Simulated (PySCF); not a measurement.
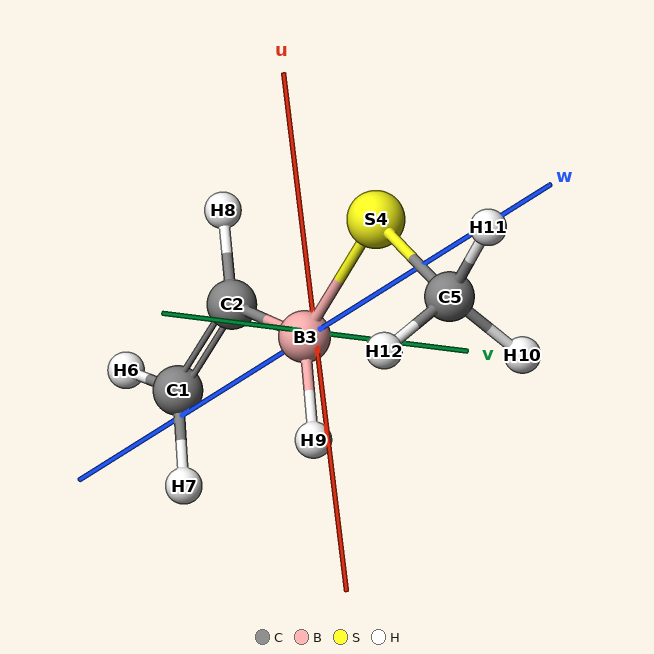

The lines u, v and w are the principal axes of the static dipole polarisability. The computed structure is the end point of a PBE0-D3(BJ)/def2-SVP optimisation. No frequency run is at hand to confirm it as a minimum. Method: ωB97X-D/def2-SVPD (PySCF 2.14.0).

Along which axis is the molecule most polarisable, and along which least?

Most along w (close to the long direction C1···C5), least along v.

Give the three principal values.

u 67.3, v 53.1, w 113.1 bohr³; mean 77.8, anisotropy 54.4 bohr³.
